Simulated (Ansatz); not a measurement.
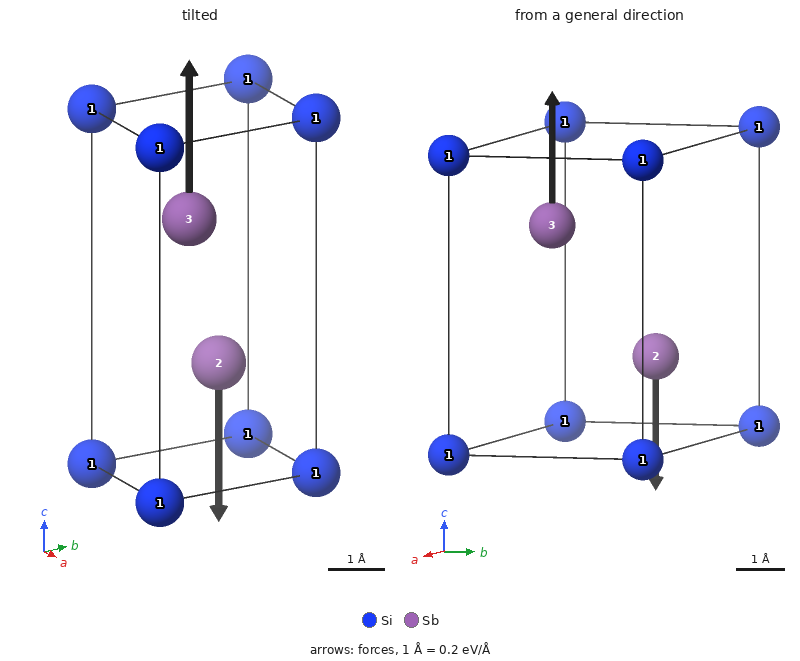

Crystal structure, spheres-only style, seen slightly off an axis and from a general direction. The simulation cell is outlined; an atom on or near a face, edge or corner is repeated at each equivalent position. The arrows are the computed forces on the atoms.

System: SiSb₂. Results below were computed with Ansatz 0.2.0, DFT, PAW plane waves, PBEsol, spin-orbit; the settings were wavefunction cutoff 420 eV, the zone sampled with 9×9×5 points, Fermi-Dirac smearing of 0.1 eV, no moments seeded, so the run stays non-magnetic, spinor wavefunctions.

Are the forces small enough to call this converged?

Answer. No. The atoms still feel forces of up to about 0.49 eV/Å, far above a usual threshold of 0.01 to 0.03 eV/Å.

Which atom is furthest from force balance?

Answer. Sb2 and Sb3, about 0.49 eV/Å.

Provenance: a generated cell, made by putting these elements into a known structure type (the compound may or may not exist in this form); not relaxed. A calculation with Ansatz used it as input.
